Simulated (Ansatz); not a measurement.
# CH₃Si₂−: an energy map over two coordinates

How does the energy of CH₃Si₂, SMILES [Si-]#C[SiH3], charge −1 change over two coordinates at once? A grid of runs gives the map.

The runs use Ansatz 0.2.0; RKS BHLYP-D4/def2-TZVPD.

### 1 Where the work starts

SMILES `[Si-]#C[SiH3]`, 6 atoms, charge -1, spin multiplicity 1.

Atoms are counted from 1 here; the program's logs count them from 0.

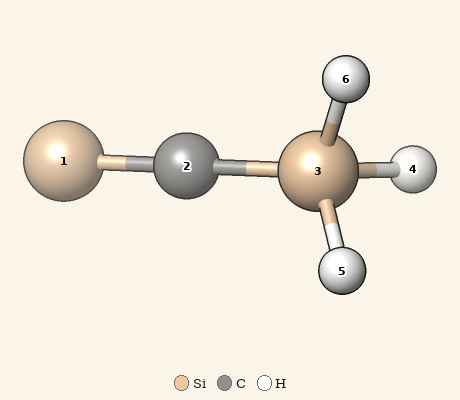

The starting geometry (silicon light orange, carbon grey, hydrogen white); atoms are numbered from 1 in the order of the file.

As a file:

| atom | x (Å) | y (Å) | z (Å) |
| --- | --- | --- | --- |
| Si1 | 0.8186 | -2.5669 | 1.1405 |
| C2 | 0.3486 | -1.1001 | 0.4871 |
| Si3 | -0.1527 | 0.4783 | -0.2126 |
| H4 | -1.4058 | 0.4509 | -1.0891 |
| H5 | 0.8714 | 1.1582 | -1.1226 |
| H6 | -0.4801 | 1.5798 | 0.7967 |

This geometry comes from a loose relaxation at PBE in a small basis, which is not shown.

### 2 Geometry optimisation

input.yaml

```yaml
crystal:
  periodic: [false, false, false]
  atoms:
    - { symbol: Si, position_ang: [0.818605, -2.566928, 1.140479] }
    - { symbol: C, position_ang: [0.348602, -1.100133, 0.487108] }
    - { symbol: Si, position_ang: [-0.15272, 0.478261, -0.21262] }
    - { symbol: H, position_ang: [-1.405842, 0.450869, -1.089076] }
    - { symbol: H, position_ang: [0.871439, 1.158169, -1.122595] }
    - { symbol: H, position_ang: [-0.480074, 1.579761, 0.796703] }
total_charge: -1
basis:
  gaussian: { orbitals: def2-TZVPD }
hamiltonian:
  xc: { name: BHLYP }
  dispersion: d4
output:
  forces: true
relax:
  f_tol: 0.003
  max_steps: 120
```

Command:

```sh
$ ansatz run input.yaml --threads 1 --pin off --max-ram 2560MiB --backend cpu --events-out ev --progress --plain --runs-dir out
```

What it wrote, cut to the lines that bear on the results:

```text
Warning: RAYON_NUM_THREADS=1 ignored (pool sized by the plan → 1); use --threads N
[...]
Functional definition: BHLYP
[...]
1008 factors; their error is unknown
[...]
mean field -16839.88142725 eV, -618.8542279697 hartree, gradient 4.0e-5 eV, S^2 0.000000; 0 other end points of the search recorded, 0 dependent functions left out
[...]
reference -16839.88160965 eV, -618.8542346730 hartree; 19, 19 occupied and 131, 131 virtual orbitals, 1008 factors
relax step   1: F+E_penalty+E_count = -16840.10878691 eV  Δ(F+E_penalty+E_count) = +0.000e0 eV  max|allowed force component| = 1.514e0 eV/Å  Δτ_max = 0.0000 Å  (30 SCF iters, accepted)
[...]
relax step   4: F+E_penalty+E_count = -16840.18389323 eV  Δ(F+E_penalty+E_count) = -9.001e-5 eV  max|allowed force component| = 4.331e-3 eV/Å  Δτ_max = 0.0026 Å  (28 SCF iters, accepted)
[...]
relax step   5: F+E_penalty+E_count = -16840.18389564 eV  Δ(F+E_penalty+E_count) = -2.412e-6 eV  max|allowed force component| = 1.364e-3 eV/Å  Δτ_max = 0.0004 Å  (24 SCF iters, accepted)
1008 factors; their error is unknown
mean field -16839.95313971 eV, -618.8568633541 hartree, gradient 2.8e-5 eV, S^2 0.000000; 1 other end points of the search recorded, 0 dependent functions left out
[...]
reference -16839.95332083 eV, -618.8568700100 hartree; 19, 19 occupied and 131, 131 virtual orbitals, 1008 factors
Total energy: -16840.18407676 eV, -618.8653501342 hartree
Atom 0 at     0.799899    -2.510467     1.114876 Å, force    -0.000769    -0.000148    -0.000548 eV/Å
Atom 1 at     0.342631    -1.079665     0.478432 Å, force     0.001070     0.001072     0.000594 eV/Å
Atom 2 at    -0.151881     0.476559    -0.211664 Å, force    -0.000062    -0.001364     0.000213 eV/Å
Atom 3 at    -1.378938     0.435880    -1.066819 Å, force    -0.000072     0.000037    -0.000045 eV/Å
Atom 4 at     0.858011     1.131755    -1.100143 Å, force    -0.000009     0.000182    -0.000199 eV/Å
Atom 5 at    -0.469713     1.545938     0.785317 Å, force    -0.000159     0.000221    -0.000015 eV/Å
Dipole moment:    -0.092992     0.293556    -0.129955 e Å
```

Wall time 55 s (1 thread of Arm Neoverse N1, shared host); peak memory 0.28 GiB.

Step by step:

| step | energy from step 1 (eV) | largest force component (eV/Å) |
| --- | --- | --- |
| 1 | 0.0000 | 1.5138 |
| 2 | -0.0668 | 0.6272 |
| 3 | -0.0750 | 0.0592 |
| 4 | -0.0751 | 0.0043 |
| 5 | -0.0751 | 0.0014 |

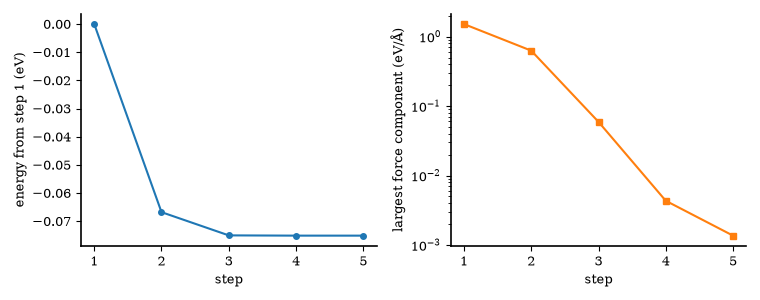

Energy and force, step by step.

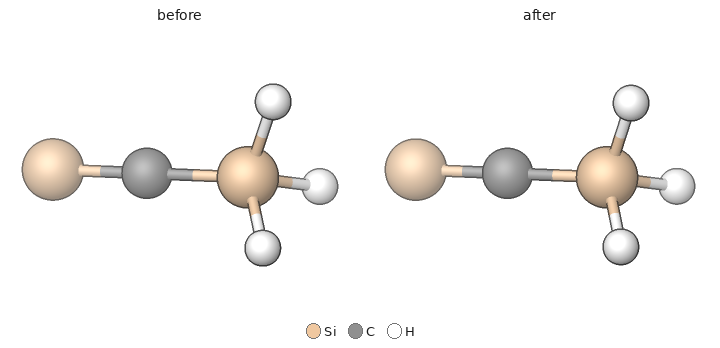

Before and after, at one scale.

Close pairs (by a distance rule), those that changed most:

| bond | before (Å) | after (Å) | change (Å) |
| --- | --- | --- | --- |
| Si1–C2 | 1.673 | 1.631 | -0.042 |
| Si3–H5 | 1.529 | 1.496 | -0.033 |
| Si3–H6 | 1.529 | 1.496 | -0.033 |
| Si3–H4 | 1.529 | 1.496 | -0.033 |
| C2–Si3 | 1.798 | 1.773 | -0.025 |

### 3 Setting up the map

The axes are (1) angle Si1–C2–Si3 (carried through 180): 11 values from 140 to 220 °; (2) change of the bonds C2–Si1, C2–Si3, all alike: 11 values from −0.187 to 0.289 Å.

Nothing else is relaxed (all other coordinates rigid). Energies count from the relaxed molecule at the same level. Points are written as (first, second).

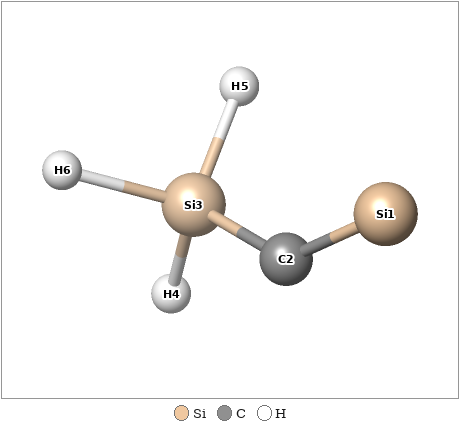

The geometry at (140°, −0.140 Å).

Below, 3 of the grid's runs; all are launched alike.

### 4 Grid point (140°, −0.140 Å)

input.yaml

```yaml
crystal:
  periodic: [false, false, false]
  atoms:
    - { symbol: Si, position_ang: [1.224005, -2.178881, 0.967381] }
    - { symbol: C, position_ang: [0.342631, -1.079665, 0.478432] }
    - { symbol: Si, position_ang: [0.449451, 0.40968, -0.182084] }
    - { symbol: H, position_ang: [-0.59808, 0.734499, -1.199819] }
    - { symbol: H, position_ang: [1.726194, 0.697441, -0.907122] }
    - { symbol: H, position_ang: [0.345806, 1.546785, 0.784771] }
total_charge: -1
basis:
  gaussian: { orbitals: def2-TZVPD }
hamiltonian:
  xc: { name: BHLYP }
  dispersion: d4
output:
  forces: true
```

Command:

```sh
$ ansatz run input.yaml --threads 1 --pin off --max-ram 2560MiB --backend cpu --events-out ev --progress --plain --runs-dir out
```

What it wrote, cut to the lines that bear on the results:

```text
Warning: RAYON_NUM_THREADS=1 ignored (pool sized by the plan → 1); use --threads N
[...]
[... 1 set-up line as earlier in the session ...]
[...]
1008 factors; their error is unknown
[...]
mean field -16838.77766029 eV, -618.8136652821 hartree, gradient 7.0e-5 eV, S^2 0.000000; 0 other end points of the search recorded, 0 dependent functions left out
[...]
reference -16838.77783632 eV, -618.8136717511 hartree; 19, 19 occupied and 131, 131 virtual orbitals, 1008 factors
Total energy: -16839.02820026 eV, -618.8228724563 hartree
Atom 0 at     1.224005    -2.178881     0.967381 Å, force     5.153152    -7.213275     3.202566 eV/Å
Atom 1 at     0.342631    -1.079665     0.478432 Å, force    -5.010993     2.442187    -1.022229 eV/Å
Atom 2 at     0.449451     0.409680    -0.182084 Å, force    -0.087533     4.182597    -1.902843 eV/Å
Atom 3 at    -0.598080     0.734499    -1.199819 Å, force    -0.059635     0.239836    -0.168117 eV/Å
Atom 4 at     1.726194     0.697441    -0.907122 Å, force     0.027698     0.160802    -0.105042 eV/Å
Atom 5 at     0.345806     1.546785     0.784771 Å, force    -0.022689     0.187854    -0.004336 eV/Å
Dipole moment:     0.107660     0.161300    -0.065738 e Å
```

It took 9.4 s on 1 thread of Arm Neoverse N1, shared host; peak memory 0.27 GiB.

That is 112 kJ/mol from the zero.

### 5 The run at (180°, 0.003 Å)

input.yaml

```yaml
crystal:
  periodic: [false, false, false]
  atoms:
    - { symbol: Si, position_ang: [0.799342, -2.513471, 1.116212] }
    - { symbol: C, position_ang: [0.342631, -1.079665, 0.478432] }
    - { symbol: Si, position_ang: [-0.154237, 0.478789, -0.212652] }
    - { symbol: H, position_ang: [-1.38157, 0.43711, -1.067363] }
    - { symbol: H, position_ang: [0.8548, 1.134806, -1.101496] }
    - { symbol: H, position_ang: [-0.472578, 1.547909, 0.784444] }
total_charge: -1
basis:
  gaussian: { orbitals: def2-TZVPD }
hamiltonian:
  xc: { name: BHLYP }
  dispersion: d4
output:
  forces: true
```

Command:

```sh
$ ansatz run input.yaml --threads 1 --pin off --max-ram 2560MiB --backend cpu --events-out ev --progress --plain --runs-dir out
```

What it wrote, cut to the lines that bear on the results:

```text
Warning: RAYON_NUM_THREADS=1 ignored (pool sized by the plan → 1); use --threads N
[...]
[... 1 set-up line as earlier in the session ...]
[...]
1008 factors; their error is unknown
[...]
mean field -16839.95310893 eV, -618.8568622230 hartree, gradient 3.7e-5 eV, S^2 0.000000; 0 other end points of the search recorded, 0 dependent functions left out
[...]
reference -16839.95329007 eV, -618.8568688797 hartree; 19, 19 occupied and 131, 131 virtual orbitals, 1008 factors
Total energy: -16840.18375115 eV, -618.8653381681 hartree
Atom 0 at     0.799342    -2.513471     1.116212 Å, force    -0.037949     0.119528    -0.053776 eV/Å
Atom 1 at     0.342631    -1.079665     0.478432 Å, force     0.015312    -0.049581     0.023205 eV/Å
Atom 2 at    -0.154237     0.478789    -0.212652 Å, force     0.020101    -0.062503     0.027335 eV/Å
Atom 3 at    -1.381570     0.437110    -1.067363 Å, force     0.001740    -0.002197     0.001658 eV/Å
Atom 4 at     0.854800     1.134806    -1.101496 Å, force    -0.000085    -0.002414     0.001436 eV/Å
Atom 5 at    -0.472578     1.547909     0.784444 Å, force     0.000881    -0.002832     0.000142 eV/Å
Dipole moment:    -0.094218     0.295338    -0.130745 e Å
```

It took 9.4 s on 1 thread of Arm Neoverse N1, shared host; peak memory 0.27 GiB.

That is 0.03 kJ/mol from the zero.

### 6 Grid point (180°, 0.099 Å)

input.yaml

```yaml
crystal:
  periodic: [false, false, false]
  atoms:
    - { symbol: Si, position_ang: [0.826169, -2.59769, 1.153674] }
    - { symbol: C, position_ang: [0.342631, -1.079665, 0.478432] }
    - { symbol: Si, position_ang: [-0.181099, 0.563042, -0.250013] }
    - { symbol: H, position_ang: [-1.408431, 0.521363, -1.104724] }
    - { symbol: H, position_ang: [0.827938, 1.219059, -1.138858] }
    - { symbol: H, position_ang: [-0.49944, 1.632162, 0.747083] }
total_charge: -1
basis:
  gaussian: { orbitals: def2-TZVPD }
hamiltonian:
  xc: { name: BHLYP }
  dispersion: d4
output:
  forces: true
```

Command:

```sh
$ ansatz run input.yaml --threads 1 --pin off --max-ram 2560MiB --backend cpu --events-out ev --progress --plain --runs-dir out
```

What it wrote, cut to the lines that bear on the results:

```text
Warning: RAYON_NUM_THREADS=1 ignored (pool sized by the plan → 1); use --threads N
[...]
[... 1 set-up line as earlier in the session ...]
[...]
1008 factors; their error is unknown
[...]
mean field -16839.66029070 eV, -618.8461013515 hartree, gradient 4.4e-5 eV, S^2 0.000000; 0 other end points of the search recorded, 0 dependent functions left out
[...]
reference -16839.66047219 eV, -618.8461080212 hartree; 19, 19 occupied and 131, 131 virtual orbitals, 1008 factors
Total energy: -16839.88126502 eV, -618.8542220079 hartree
Atom 0 at     0.826169    -2.597690     1.153674 Å, force    -0.997200     3.130862    -1.393065 eV/Å
Atom 1 at     0.342631    -1.079665     0.478432 Å, force     0.415409    -1.306844     0.584435 eV/Å
Atom 2 at    -0.181099     0.563042    -0.250013 Å, force     0.503873    -1.580049     0.700520 eV/Å
Atom 3 at    -1.408431     0.521363    -1.104724 Å, force     0.050623    -0.067383     0.050337 eV/Å
Atom 4 at     0.827938     1.219059    -1.138858 Å, force    -0.001870    -0.083448     0.050926 eV/Å
Atom 5 at    -0.499440     1.632162     0.747083 Å, force     0.029166    -0.093138     0.006849 eV/Å
Dipole moment:    -0.113585     0.356060    -0.157635 e Å
```

Wall time 9.5 s (1 thread of Arm Neoverse N1, shared host); peak memory 0.27 GiB.

Energy on the map's scale: 29 kJ/mol.

### 7 All points together

121 points were computed. Energies in kJ/mol, from the relaxed molecule at the same level:

| change of the bonds C2–Si1, C2–Si3, all alike (Å) ↓, angle Si1–C2–Si3 (carried through 180) (°) → | 140 | 148 | 156 | 164 | 172 | 180 | 188 | 196 | 204 | 212 | 220 |
| --- | --- | --- | --- | --- | --- | --- | --- | --- | --- | --- | --- |
| 0.289 | 187 | 187 | 187 | 187 | 187 | 187 | 187 | 187 | 187 | 187 | 187 |
| 0.242 | 144 | 143 | 142 | 141 | 141 | 140 | 141 | 141 | 142 | 143 | 144 |
| 0.194 | 104 | 102 | 100 | 98 | 97 | 97 | 97 | 98 | 100 | 102 | 104 |
| 0.146 | 69 | 66 | 63 | 61 | 60 | 59 | 60 | 61 | 63 | 66 | 69 |
| 0.099 | 42 | 38 | 34 | 31 | 30 | 29 | 30 | 31 | 34 | 38 | 42 |
| 0.051 | 24 | 19 | 14 | 11 | 9 | 8 | 9 | 11 | 14 | 19 | 24 |
| 0.003 | 19 | 12 | 7 | 3 | 1 | 0 | 1 | 3 | 7 | 12 | 19 |
| −0.044 | 28 | 21 | 15 | 11 | 8 | 7 | 8 | 11 | 15 | 21 | 29 |
| −0.092 | 58 | 49 | 43 | 38 | 35 | 34 | 35 | 38 | 43 | 49 | 58 |
| −0.140 | 112 | 102 | 95 | 90 | 87 | 86 | 87 | 90 | 95 | 102 | 112 |
| −0.187 | 193 | 184 | 176 | 170 | 167 | 166 | 167 | 170 | 176 | 184 | 194 |

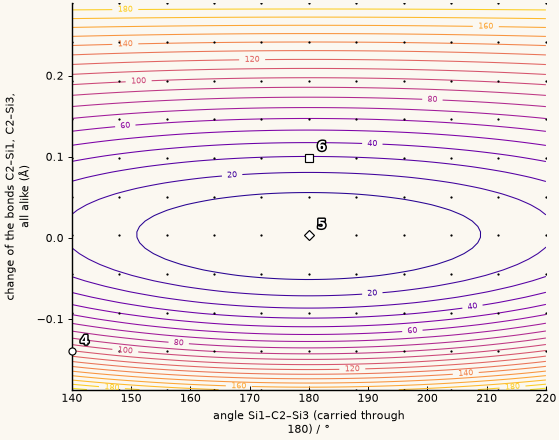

The map; numbers mark the steps of this session that print a point's run. Drawn: contour lines labelled in kJ/mol, dots at the grid points.

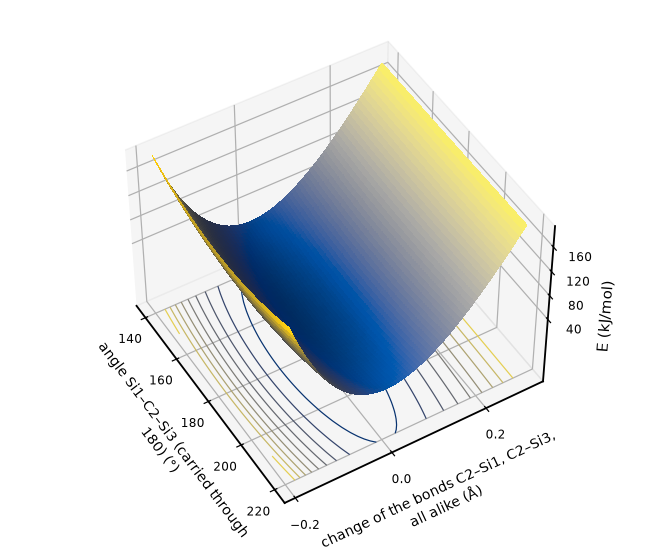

The same map in relief. In the figure: a relief with its contours projected below.

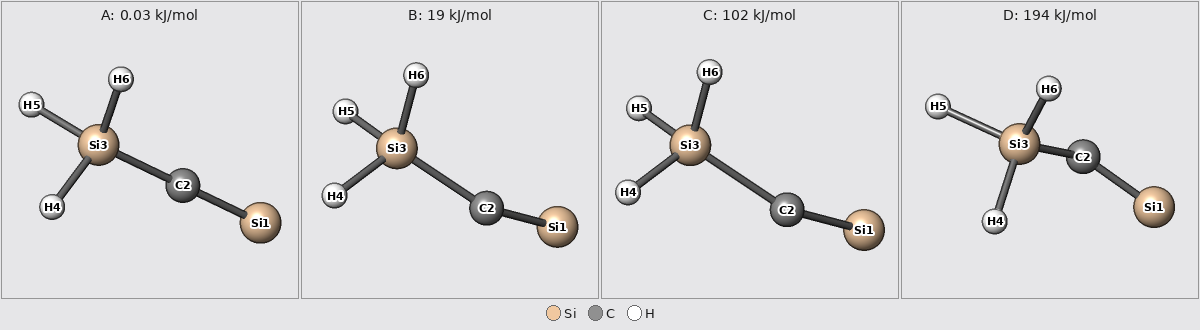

Structures on the grid, at one scale: A at (180°, 0.003 Å); B at (148°, 0.051 Å); C at (148°, 0.194 Å); D at (220°, −0.187 Å).

The largest force on an atom (eV/Å) at each point:

| change of the bonds C2–Si1, C2–Si3, all alike (Å) ↓, angle Si1–C2–Si3 (carried through 180) (°) → | 140 | 148 | 156 | 164 | 172 | 180 | 188 | 196 | 204 | 212 | 220 |
| --- | --- | --- | --- | --- | --- | --- | --- | --- | --- | --- | --- |
| 0.289 | 6.2 | 6.4 | 6.5 | 6.6 | 6.6 | 6.7 | 6.6 | 6.6 | 6.5 | 6.4 | 6.2 |
| 0.242 | 5.8 | 5.9 | 6.1 | 6.2 | 6.2 | 6.2 | 6.2 | 6.1 | 6.1 | 5.9 | 5.8 |
| 0.194 | 5.1 | 5.3 | 5.4 | 5.5 | 5.6 | 5.6 | 5.6 | 5.5 | 5.4 | 5.3 | 5.1 |
| 0.146 | 4.3 | 4.4 | 4.5 | 4.6 | 4.7 | 4.7 | 4.7 | 4.6 | 4.5 | 4.4 | 4.3 |
| 0.099 | 3.1 | 3.3 | 3.4 | 3.5 | 3.6 | 3.6 | 3.6 | 3.5 | 3.4 | 3.3 | 3.1 |
| 0.051 | 1.7 | 1.8 | 1.9 | 2.0 | 2.0 | 2.1 | 2.0 | 2.0 | 1.9 | 1.8 | 1.6 |
| 0.003 | 0.5 | 0.5 | 0.4 | 0.3 | 0.2 | 0.1 | 0.2 | 0.3 | 0.4 | 0.5 | 0.5 |
| −0.044 | 2.7 | 2.5 | 2.4 | 2.3 | 2.3 | 2.2 | 2.3 | 2.3 | 2.4 | 2.5 | 2.7 |
| −0.092 | 5.7 | 5.5 | 5.4 | 5.3 | 5.3 | 5.3 | 5.3 | 5.3 | 5.4 | 5.5 | 5.7 |
| −0.140 | 9.4 | 9.3 | 9.2 | 9.1 | 9.0 | 9.0 | 9.0 | 9.1 | 9.2 | 9.3 | 9.4 |
| −0.187 | 14.0 | 13.8 | 13.7 | 13.6 | 13.6 | 13.6 | 13.6 | 13.6 | 13.7 | 13.8 | 14.0 |

### 8 Outcome

| quantity | value |
| --- | --- |
| lowest point | (180°, 0.003 Å), 0.03 kJ/mol |
| highest computed point | (220°, −0.187 Å), 194 kJ/mol above the lowest |
| largest force on an atom (eV/Å) | 0.1 at (180°, 0.003 Å) to 14.0 at (220°, −0.187 Å); 0.1 at the lowest point |
| time for the whole task | 20 min on 1 thread, shared host |

In words: The lowest computed point is at (180°, 0.003 Å), 0.03 kJ/mol from the relaxed molecule at the same level. The grid is coarse, so the lowest point of the scanned range may lie between grid points; coordinates that were held can hide deeper minima. The grid shows no other well, apart from its symmetry copies. The highest computed point, (220°, −0.187 Å), lies 194 kJ/mol above the lowest. Round the minimum the two coordinates are nearly uncoupled.
